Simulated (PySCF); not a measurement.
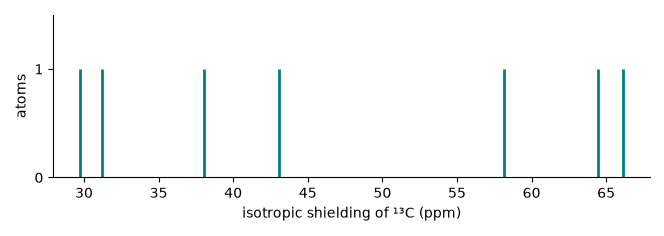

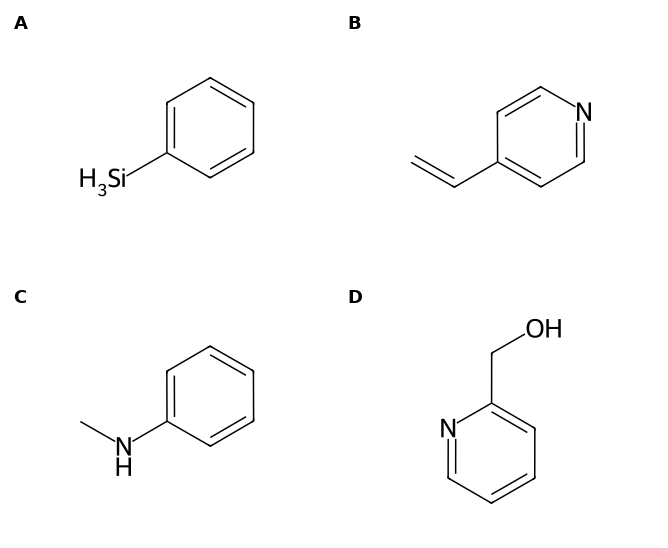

The sticks are computed shieldings of one of the molecules, for one fixed geometry (PBE0-D3(BJ)/def2-SVP) without averaging over rotations. Low shielding means a high chemical shift. Method: GIAO PBE0/def2-TZVP NMR shielding, non-relativistic, gas phase (PySCF 2.14.0).

> Which molecule gives this pattern?

B, `C=Cc1ccncc1`. Its 7 C atoms give lines at 29.8, 31.2, 38.0, 43.1, 58.1, 64.5, 66.1 ppm.
